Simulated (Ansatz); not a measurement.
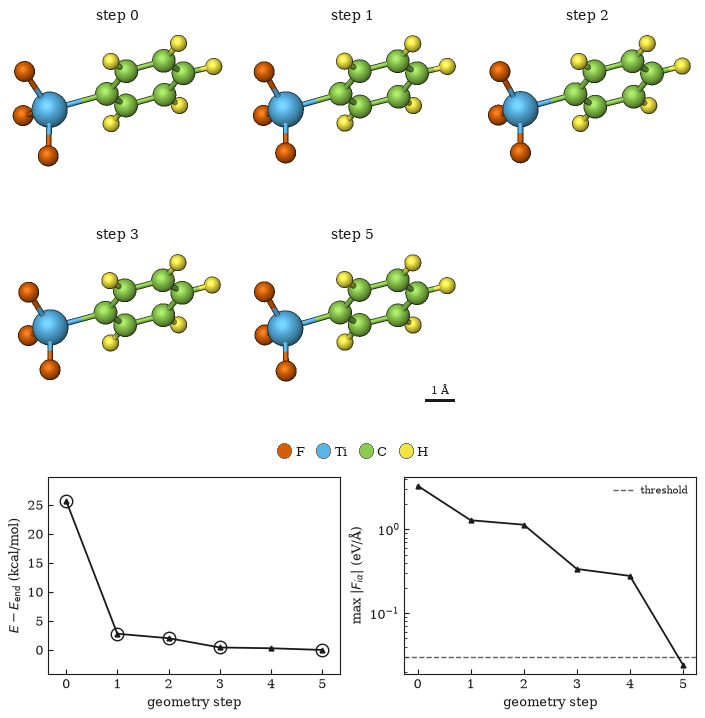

Frames of a relaxation of C6H5F3Ti (coarse preliminary run), marked on the history of the run. Style: ball-and-stick. Shown from a free direction.

The start comes from a force field.

Theory: RKS PBE-D4/def2-SVP (Ansatz 0.2.0). (force threshold 0.03 eV/Å; at most 200 steps)

> What happens along the run?

The energy falls by 25.7 kcal/mol in 5 geometry steps. The largest force component goes from 3.3 to 0.024 eV/Å. An F atom moves most after the best rigid fit: 0.25 Å. By element the largest moves are F 0.25 Å, H 0.07 Å, C 0.07 Å, Ti 0.03 Å. Near-neighbour distances that change, for instance: F–Ti 1.935 → 1.751 Å, F–Ti 1.910 → 1.753 Å, F–Ti 1.888 → 1.753 Å, C–Ti 2.110 → 2.035 Å. Bond angles that change, for instance: F–Ti–F 107.7° → 114.1°, F–Ti–C 111.6° → 106.2°, C–C–H 125.0° → 119.9°. From step 0 to 1: an F atom moves most (0.19 Å), energy −22.9 kcal/mol. From step 1 to 2: an F atom moves most (0.04 Å), energy −0.76 kcal/mol. From step 2 to 3: an F atom moves most (0.09 Å), energy −1.60 kcal/mol. From step 3 to 5: an F atom moves most (0.07 Å), energy −0.43 kcal/mol.

```
step  E − E(0), kcal/mol  largest force component, eV/Å
   0                0.00                         3.3260
   1              -22.94                         1.2877
   2              -23.71                         1.1385
   3              -25.30                         0.3375
   4              -25.44                         0.2787
   5              -25.73                         0.0242
```
